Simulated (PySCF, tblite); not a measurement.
**C₆H₁₀N₂Si: geometry, infrared bands, NMR shifts, electronic excitations and core binding energies**

Wanted: the infrared bands, NMR shifts, electronic excitations and core binding energies of C₆H₁₀N₂Si (`C=CCc1cncn1[SiH3]`), by calculation.

Programs: tblite 0.8.0 and PySCF 2.14.0, with density-fitted response routines of our own. Each step states its level of theory. These are calculated values for one molecule in the gas phase, unless marked as measured. Atoms count from 0, in the outputs and in this text.

## Step 1: Starting geometry

19 atoms, charge 0, multiplicity 1; geometry from: force field or distance geometry start.

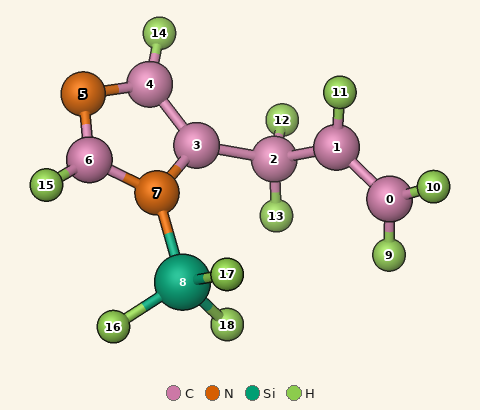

The starting geometry (carbon pink, nitrogen orange, silicon teal, hydrogen green), atoms numbered.

## Step 2: Geometry optimisation with GFN2-xTB

The job: settings as JSON, then the geometry in Å.

```
{"job": {"kind": "relax", "xc": "GFN2-xTB", "basis": "xTB"}, "charge": 0, "multiplicity": 1}
C      2.238700    -1.742900     0.398800
C      1.955900    -0.443100     0.162500
C      1.089100     0.055100    -0.932000
C     -0.054000     0.923500    -0.482800
C     -0.192600     2.290200    -0.512500
N     -1.397500     2.691300     0.001200
C     -1.994400     1.586900     0.370100
N     -1.221200     0.493300     0.109400
Si    -1.742600    -1.147600     0.481200
H      1.812800    -2.531900    -0.214700
H      2.878700    -2.035900     1.215900
H      2.407000     0.301600     0.819600
H      1.705800     0.651000    -1.602500
H      0.701100    -0.770400    -1.546700
H      0.513500     3.023400    -0.903900
H     -2.979200     1.540900     0.845100
H     -3.232700    -1.207900     0.524400
H     -1.229900    -1.570800     1.808400
H     -1.268200    -2.097700    -0.549000
```

On the command line:

```bash
$ OMP_NUM_THREADS=1 python probes_run.py task.json out
```

The driver reads the jobs from task.json and runs them one after another.

Standard output:

```text
step      E/eV     max force
  0    -694.46784    2.075
  1    -694.54765    1.605
  2    -694.58582    0.456
  3    -694.60353    0.405
  4    -694.61402    0.262
  5    -694.62024    0.183
  6    -694.62686    0.181
  7    -694.63134    0.192
  8    -694.63428    0.120
  9    -694.63628    0.117
 10    -694.63819    0.113
 11    -694.63993    0.118
 12    -694.64141    0.096
 13    -694.64259    0.086
 14    -694.64342    0.062
 15    -694.64397    0.055
 16    -694.64444    0.067
 17    -694.64509    0.088
 18    -694.64610    0.107
 19    -694.64734    0.093
 20    -694.64851    0.096
 21    -694.64949    0.075
 22    -694.65040    0.071
 23    -694.65131    0.067
 24    -694.65210    0.068
 25    -694.65268    0.074
 26    -694.65315    0.054
 27    -694.65364    0.057
 28    -694.65422    0.064
 29    -694.65482    0.063
 30    -694.65543    0.070
 31    -694.65603    0.056
 32    -694.65662    0.054
 33    -694.65710    0.053
 34    -694.65746    0.040
 35    -694.65779    0.048
 36    -694.65821    0.059
 37    -694.65873    0.060
 38    -694.65920    0.054
 39    -694.65950    0.037
 40    -694.65973    0.040
 41    -694.65998    0.046
 42    -694.66030    0.057
 43    -694.66063    0.047
 44    -694.66090    0.041
 45    -694.66116    0.043
 46    -694.66150    0.055
 47    -694.66197    0.064
 48    -694.66250    0.062
 49    -694.66302    0.050
 50    -694.66354    0.062
 51    -694.66415    0.076
 52    -694.66483    0.078
 53    -694.66548    0.076
 54    -694.66596    0.060
 55    -694.66635    0.041
 56    -694.66671    0.042
 57    -694.66706    0.043
 58    -694.66733    0.053
 59    -694.66751    0.042
 60    -694.66765    0.021
 61    -694.66775    0.020
 62    -694.66781    0.017
 63    -694.66786    0.016
 64    -694.66790    0.014
 65    -694.66793    0.014
 66    -694.66795    0.010
 67    -694.66797    0.011
 68    -694.66800    0.016
 69    -694.66803    0.018
 70    -694.66806    0.011
 71    -694.66808    0.009
```

Wall time 0.62 s (1 thread of Arm Neoverse V1, shared host); peak memory 0.18 GiB.

The steps of the relaxation: (not every step is listed)

```tsv
step	energy from step 0 (eV)	largest force (eV/Å)
0	0.0000	2.0746
1	-0.0798	1.6048
2	-0.1180	0.4557
3	-0.1357	0.4055
4	-0.1462	0.2617
5	-0.1524	0.1829
6	-0.1590	0.1807
7	-0.1635	0.1922
8	-0.1664	0.1202
13	-0.1748	0.0858
18	-0.1783	0.1072
23	-0.1835	0.0669
28	-0.1864	0.0636
33	-0.1893	0.0532
38	-0.1914	0.0539
43	-0.1928	0.0467
48	-0.1947	0.0617
53	-0.1976	0.0761
58	-0.1995	0.0527
63	-0.2000	0.0162
66	-0.2001	0.0102
67	-0.2001	0.0108
68	-0.2002	0.0159
69	-0.2002	0.0175
70	-0.2002	0.0110
71	-0.2002	0.0088
```

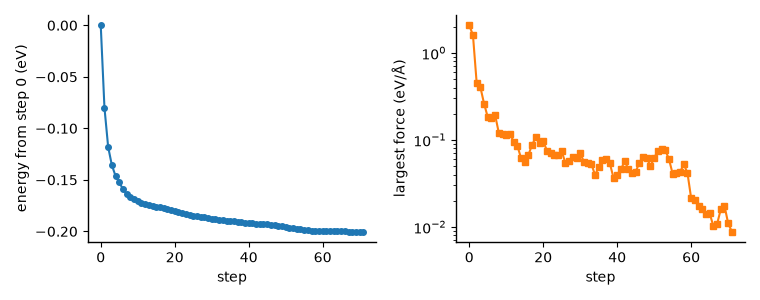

Energy and force, step by step.

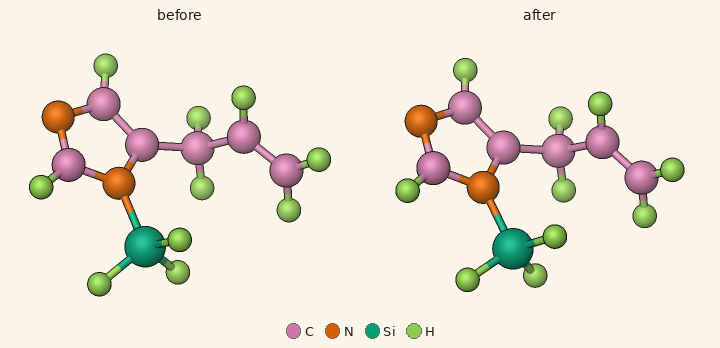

The geometry before (left) and after (right).

Close pairs (by a distance rule), those that changed most:

```tsv
bond	before (Å)	after (Å)	change (Å)
Si8–H16	1.492	1.460	-0.032
C0–C1	1.351	1.320	-0.031
Si8–H17	1.484	1.461	-0.024
C6–H15	1.094	1.071	-0.023
C4–H14	1.091	1.072	-0.019
Si8–H18	1.480	1.461	-0.018
C1–C2	1.482	1.500	+0.018
N5–C6	1.308	1.294	-0.015
```

The next job starts from the end point, and lists it.

## Step 3: Harmonic vibrations with GFN2-xTB

The job: settings as JSON, then the geometry in Å.

```
{"job": {"kind": "ir", "xc": "GFN2-xTB", "basis": "xTB"}, "charge": 0, "multiplicity": 1}
C      2.034785    -1.720742     0.472297
C      1.853699    -0.440542     0.208145
C      1.088559     0.084429    -0.970326
C     -0.044871     0.942200    -0.520249
C     -0.194714     2.296240    -0.562155
N     -1.386048     2.655524    -0.000867
C     -1.936480     1.545571     0.372041
N     -1.178887     0.442150     0.089307
Si    -1.602169    -1.212442     0.472770
H      1.647827    -2.493866    -0.171734
H      2.586490    -2.053321     1.335045
H      2.253289     0.320494     0.865954
H      1.749773     0.701433    -1.585125
H      0.721940    -0.746034    -1.577984
H      0.467924     3.036377    -0.964900
H     -2.889907     1.468011     0.854444
H     -3.034847    -1.158433     0.749589
H     -0.825456    -1.633794     1.635761
H     -1.320711    -2.024003    -0.709473
```

Standard output:

```text
mode    cm-1     km/mol
  1      37.7      1.44
  2      77.2      0.44
  3     120.0      0.21
  4     134.3      0.31
  5     157.9      0.73
  6     202.5      0.82
  7     320.7      2.76
  8     344.3      1.00
  9     406.6      0.91
 10     497.8     22.60
 11     570.6     47.77
 12     585.9     45.80
 13     598.5     24.09
 14     637.9     26.24
 15     641.2     11.27
 16     760.7     28.36
 17     767.5    172.18
 18     771.3    172.24
 19     799.2    114.46
 20     800.1    258.18
 21     820.2      2.02
 22     891.1     12.48
 23     909.3      4.63
 24     914.6     13.16
 25     957.6      3.78
 26    1021.7     18.14
 27    1080.3      3.09
 28    1108.6     54.37
 29    1113.0      5.18
 30    1153.9     11.82
 31    1185.9      9.44
 32    1258.8     20.02
 33    1265.9     57.48
 34    1281.9     14.60
 35    1304.0     12.51
 36    1383.0    136.28
 37    1414.3      2.05
 38    1453.1      3.80
 39    1505.1    134.74
 40    1575.1     10.42
 41    1714.8     12.56
 42    2283.7    277.54
 43    2294.5    266.00
 44    2300.2    201.32
 45    2961.5     26.44
 46    2969.2     28.14
 47    3058.9     28.25
 48    3096.2     23.56
 49    3124.1     49.20
 50    3166.1     32.45
 51    3169.3     16.69
```

It took 0.84 s on 1 thread of Arm Neoverse V1, shared host; peak memory 0.18 GiB.

The strongest bands and the atoms that carry them (share of the mass-weighted mode):

```tsv
cm⁻¹	km/mol	atoms
768	172.2	H17 53 %, H16 36 %
771	172.2	H18 52 %, H16 23 %
800	258.2	H16 24 %, H15 19 %, H18 18 %, H17 17 %
1383	136.3	C3 38 %, N7 30 %
1505	134.7	C6 46 %, N5 31 %, C3 14 %
2284	277.5	H18 95 %
2294	266.0	H17 91 %
2300	201.3	H16 92 %
```

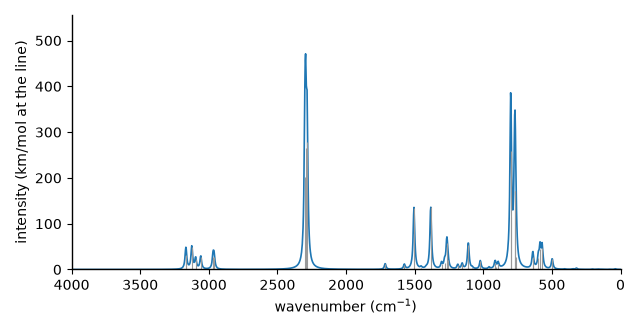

The infrared spectrum from these modes, unscaled. Lines are broadened to a width of 14 cm⁻¹ (Lorentzian).

## Step 4: Relaxing the molecule at PBE0-D3(BJ)/def2-SVP

The job: settings as JSON, then the geometry in Å.

```
{"job": {"xc": "PBE0", "basis": "def2-SVP", "d3": "d3bj", "grid": 1, "shake": 0.01, "kind": "geom"}, "charge": 0, "multiplicity": 1}
C      2.055190    -1.746300     0.476480
C      1.848020    -0.445070     0.205990
C      1.068360     0.082110    -0.978980
C     -0.011640     0.944460    -0.523780
C     -0.197530     2.289560    -0.572710
N     -1.389960     2.660340    -0.003250
C     -1.926900     1.543570     0.372280
N     -1.163430     0.447600     0.084250
Si    -1.604000    -1.207040     0.492120
H      1.645130    -2.496300    -0.161710
H      2.577630    -2.056240     1.343870
H      2.259090     0.321410     0.872660
H      1.721490     0.711650    -1.594720
H      0.705250    -0.743270    -1.570980
H      0.463480     3.025610    -0.964640
H     -2.890430     1.482070     0.861920
H     -3.032910    -1.147320     0.747530
H     -0.834710    -1.627950     1.641590
H     -1.322860    -2.031830    -0.707180
```

Standard output:

```text
step   0  E = -632.78303367  max force = 0.035430
step   1  E = -632.78987379  max force = 0.005599
step   2  E = -632.79015807  max force = 0.001457
step   3  E = -632.79029163  max force = 0.002788
step   4  E = -632.79037381  max force = 0.001498
step   5  E = -632.79042356  max force = 0.002598
step   6  E = -632.79044020  max force = 0.000951
step   7  E = -632.79044395  max force = 0.000679
step   8  E = -632.79044518  max force = 0.000743
step   9  E = -632.79044433  max force = 0.000192
optimisation converged
```

Run time: 3.5 min. Hardware: 1 thread of Arm Neoverse V1, shared host; peak memory 0.85 GiB.

The steps of the relaxation:

```tsv
step	energy from step 0 (eV)	largest force component (eV/Å)
0	0.0000	1.8219
1	-0.1861	0.2879
2	-0.1939	0.0749
3	-0.1975	0.1434
4	-0.1997	0.0770
5	-0.2011	0.1336
6	-0.2015	0.0489
7	-0.2016	0.0349
8	-0.2017	0.0382
9	-0.2017	0.0099
```

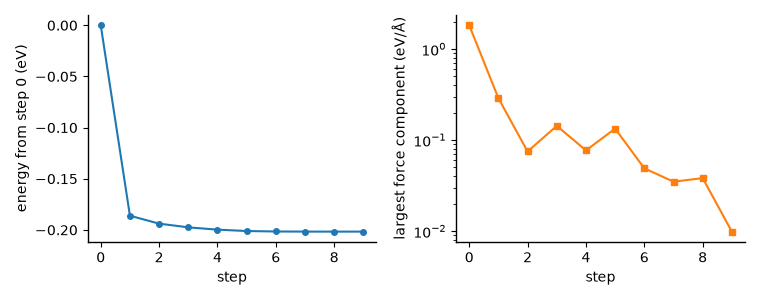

Energy and force, step by step.

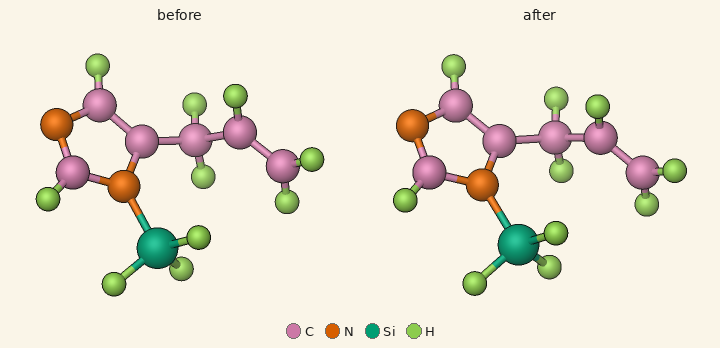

The geometry before (left) and after (right).

Distances of close pairs at the start and the end, largest changes first:

```tsv
bond	before (Å)	after (Å)	change (Å)
Si8–H17	1.446	1.487	+0.041
C2–C3	1.455	1.493	+0.038
Si8–H16	1.453	1.490	+0.037
C0–H10	1.059	1.093	+0.034
C0–H9	1.067	1.095	+0.028
C4–H14	1.064	1.090	+0.026
C2–H13	1.079	1.104	+0.026
N7–Si8	1.760	1.781	+0.021
```

The end geometry stands in the next job.

```tsv
at the end point	value
point group (found at 0.08 Å tolerance)	C1
rotational constants (GHz, main isotopes)	2.075, 1.177, 0.799
dipole moment (D)	3.49
```

[end of part 1 of 3]
